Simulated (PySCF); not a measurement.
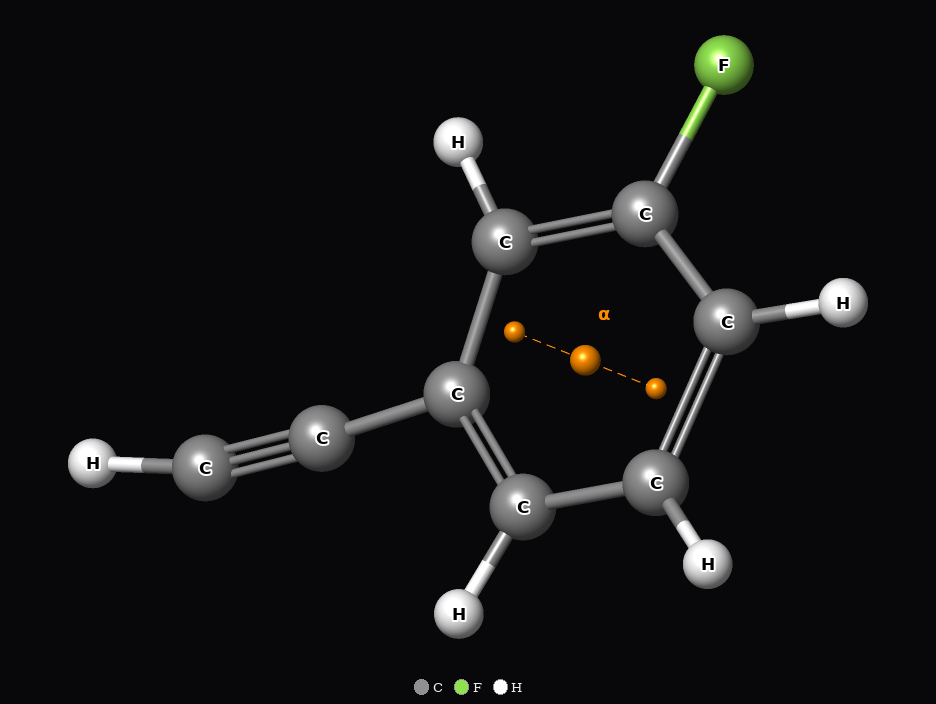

The small points mark where nucleus-independent chemical shifts (NICS) were computed: at the centre of each lettered ring and 1 Å above and below it. Geometry: a frame of a GFN2-xTB molecular-dynamics simulation, not a minimum. Level of theory: GIAO PBE0/pcSseg-1 NMR shielding, non-relativistic, gas phase (PySCF 2.14.0).

Give NICS(0), NICS(1) and the out-of-plane component NICS(1)zz for each ring (means of the two sides).

```csv
ring,members,NICS(0),NICS(1),NICS(1)zz
α,C6,−9.4,−10.3,−24.3
```

Values in ppm.

### What do the values say about the ring currents?

Ring α: diatropic, as in an aromatic ring. NICS is one index among several.
